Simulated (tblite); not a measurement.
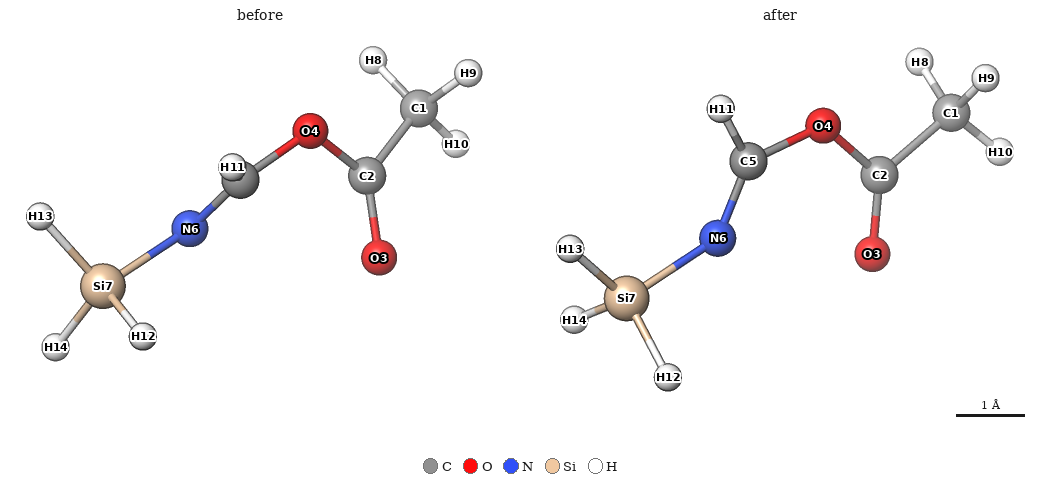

The structure of C₃H₇NO₂Si before (left) and after (right) a relaxation, at one scale.

The picture is a ball-and-stick view, seen from a free direction.

Computed with GFN2-xTB geometry optimisation, gas phase in tblite. 

Q: Summarise the run.

A: The largest move after the best rigid fit is that of H11, 1.12 Å. By element the largest moves are H 1.12 Å, O 0.56 Å, N 0.48 Å, C 0.35 Å, Si 0.30 Å. Among the contacts that change: C5–N6 1.289 → 1.238 Å, C2–O3 1.218 → 1.191 Å, N6–Si7 1.740 → 1.718 Å, Si7–H12 1.479 → 1.458 Å. Bond angles that change, for instance: C5–N6–Si7 114.7° → 134.7°, N6–Si7–H13 107.2° → 114.6°, C2–O4–C5 115.9° → 123.2°. Groups turn about N6–Si7 by about 65°, O4–C5 by about 40°. Over 101 geometry steps the energy falls by 9.56 kcal/mol. Cost: 0.48 s on 1 thread of Arm Neoverse V2, on a shared host.
